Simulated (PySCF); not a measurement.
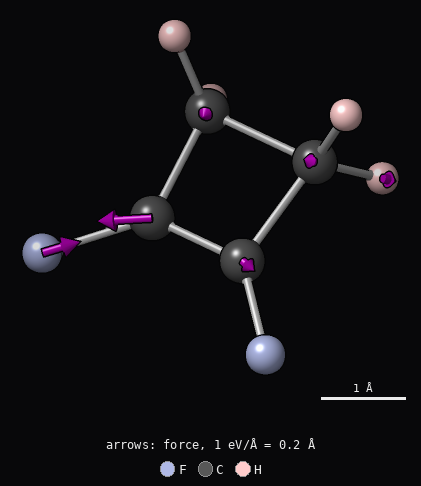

Starting geometry of C4H4F2 with the computed forces as purple arrows. A ball-and-stick model, seen at a tilt.

The start comes from GFN2-xTB. Its atoms were then displaced at random by about 0.01 Å.

Level of theory: PBE0-D3(BJ)/def2-SVP geometry optimisation, gas phase (PySCF 2.14.0, density-fitted response routines). 

**What follows when this structure is relaxed?**

It isn't relaxed: the largest force vector, on a C atom, is 3.49 eV/Å. The final displacements follow the starting forces only in part (cosine between the two patterns 0.74). The atom that moves furthest after the best rigid fit is an F atom (0.041 Å). By element the largest moves are F 0.041 Å, C 0.032 Å, H 0.030 Å. Among the contacts that change: C–F 1.387 → 1.316 Å, C–H 1.069 → 1.102 Å, C–C 1.313 → 1.336 Å, C–H 1.097 → 1.102 Å. Over 6 geometry steps the energy falls by 3.36 kcal/mol.
